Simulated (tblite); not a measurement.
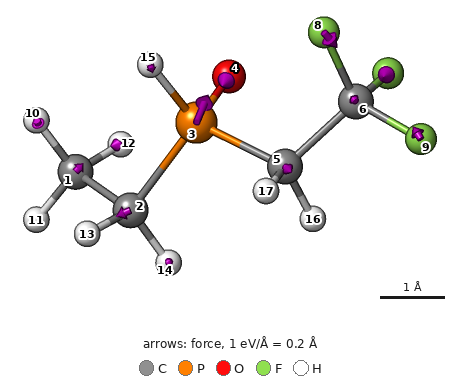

Starting geometry of C$_{4}$H$_{8}$F$_{3}$OP with the computed forces as purple arrows. The picture is a ball-and-stick view, seen at a tilt.

Method: tblite 0.8.0, GFN2-xTB geometry optimisation, gas phase. 

Question: Is this structure relaxed? If not, where do the atoms go?

Answer: It isn't relaxed: the largest force vector, on the P atom, is 3.68 eV/Å. The final displacements have little in common with the starting forces (cosine between the two patterns 0.19). An F atom moves most after the best rigid fit: 0.67 Å. Largest moves by element: F 0.67 Å, H 0.43 Å, O 0.35 Å, P 0.34 Å, C 0.22 Å. Some distances before and after: C–F 1.394 → 1.344 Å, C–F 1.373 → 1.329 Å, O–P 1.500 → 1.458 Å, C–H 1.123 → 1.088 Å. Among the angles between lasting bonds that change: C–P–O 107.6° → 115.4°, C–P–H 112.1° → 104.4°, C–P–H 109.2° → 102.3°. The energy falls by 12.5 kcal/mol in 102 geometry steps. Cost: 0.64 s on 1 thread of Intel(R) Xeon(R) 6975P-C, on a shared host.
